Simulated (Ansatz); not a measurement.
# GeH5N···H2O: what the fields show

Input

```
crystal:
  periodic: [false, false, false]
  atoms:
    - {symbol: Ge, position_ang: [-0.478967, -1.061983, -0.741174]}
    - {symbol: N, position_ang: [0.972176, -0.042487, -0.179578]}
    - {symbol: H, position_ang: [-0.068283, -2.176466, -1.728259]}
    - {symbol: H, position_ang: [-1.093606, -1.678398, 0.518146]}
    - {symbol: H, position_ang: [-1.443222, -0.093709, -1.436779]}
    - {symbol: H, position_ang: [0.105247, 1.160587, 1.070863]}
    - {symbol: O, position_ang: [-0.487065, 1.596244, 1.711332]}
    - {symbol: H, position_ang: [1.642800, -0.577361, 0.358180]}
    - {symbol: H, position_ang: [1.471924, 0.390309, -0.945934]}
    - {symbol: H, position_ang: [-0.620904, 2.483164, 1.373205]}
basis:
  gaussian: {orbitals: def2-TZVPP}
hamiltonian: {xc: pbe0, dispersion: d4}
output: {orbitals: {seedname: orbitals}}
```

Run with:

```sh
ansatz run in.yaml --threads 4 --pin off --events-out ev --progress --plain --max-ram 9574MiB
```

The reactant side of a reaction path; geometry: PBE0-D4/def2-TZVP.

Level of theory: Ansatz, RKS PBE0-D4/def2-TZVPP.

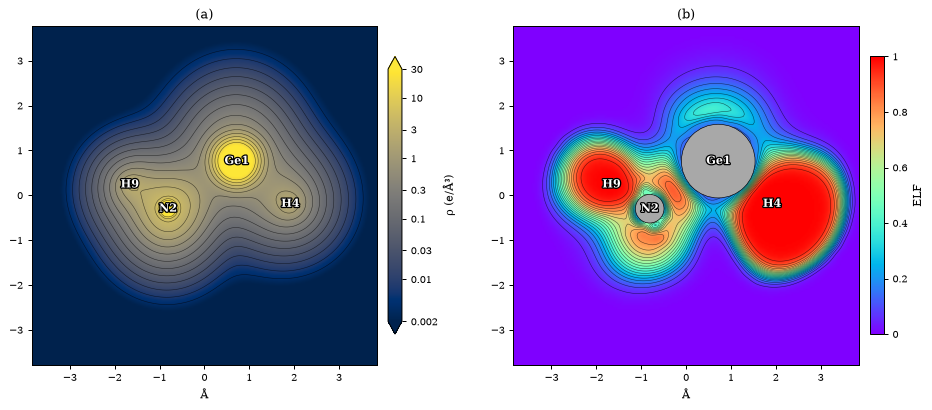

Figure 1. (a) total electron density; (b) electron localisation function on the plane of atoms N2, Ge1 and H4. Grey discs cover the atomic cores in the ELF map.

**Describe what can be read from this map.**

The plane passes through Ge, N and H nuclei.
Ge–N (1.86 Å): ρ is about 0.93 e/Å³ halfway; the ELF peaks at about 0.90 in the valence shell of N, 0.7 Å from its nucleus, and is about 0.50 at the midpoint.
N–H (1.01 Å): the density is about 2.9 e/Å³ at the midpoint; the ELF climbs to about 1 towards the hydrogen, as it does in any bond to H (an ordinary covalent bond to hydrogen).
Ge–H (1.53 Å): ρ is about 1.1 e/Å³ halfway; the ELF climbs to about 1 towards the hydrogen.

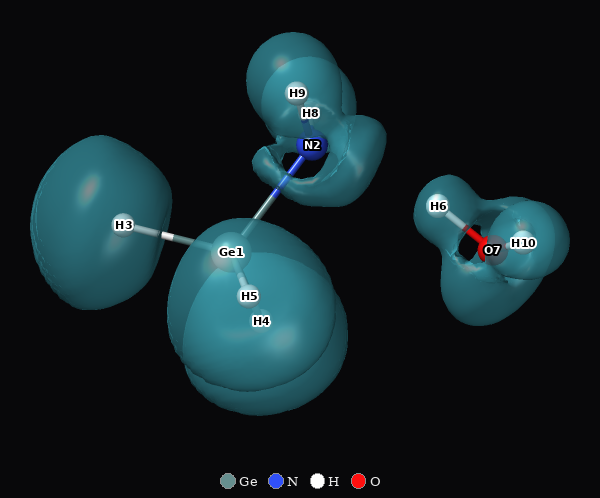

Figure 2. Isosurface of the electron localisation function at 0.8 (cyan), seen at a tilt. Core shells and regions of very low density are left out.

**Describe the localisation domains.**

The surface consists of three regions around hydrogen nuclei, one joined region spread over several atoms (H, N), in which their bonds and any lone pairs are merged and one joined region spread over several atoms (H, O), in which their bonds and any lone pairs are merged.


N2···H6 (1.94 Å): the ELF dips to about 0.15 between them (a closed-shell contact with the geometry of a hydrogen bond).

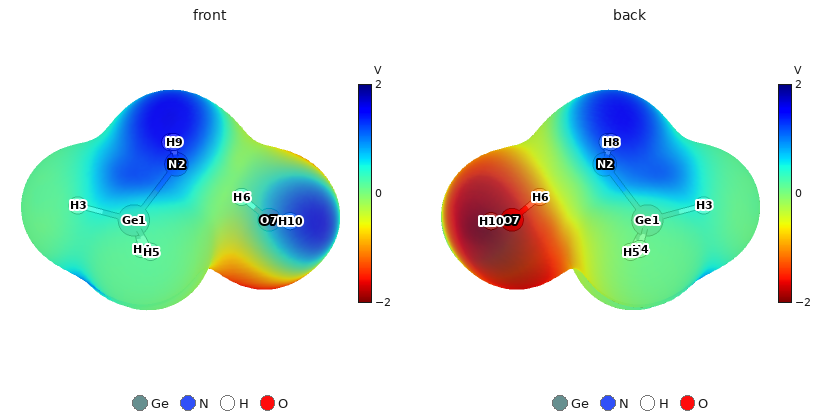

Figure 3. The electrostatic potential painted on the density surface at 0.001 e/bohr³, seen from the front and from behind; red is negative and blue positive.

**Where is the surface potential most negative and most positive?**

The most negative region (about −1.9 V) lies over O7, the most positive (about +1.5 V) over H9. O7 is the likeliest acceptor of a hydrogen bond.

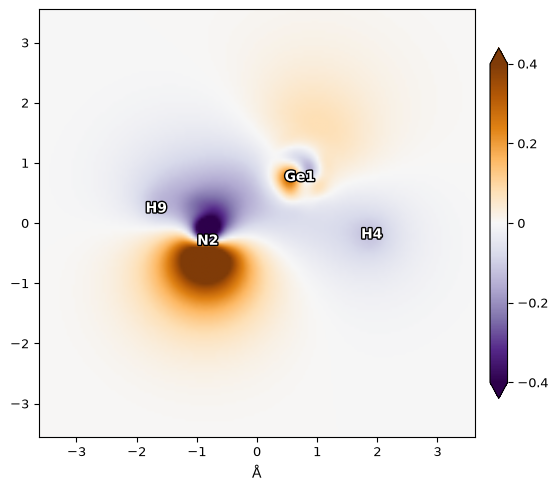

Figure 4. The HOMO on the plane of atoms N2, Ge1 and H4 (values in Å⁻³ᐟ²; the overall sign is arbitrary).

**What is the character of this orbital?**

It lies mainly on N2 (about 55 %), Ge1 (about 10 %), H3 (about 10 %) and O7 (about 10 %). Its energy is −7.88 eV.
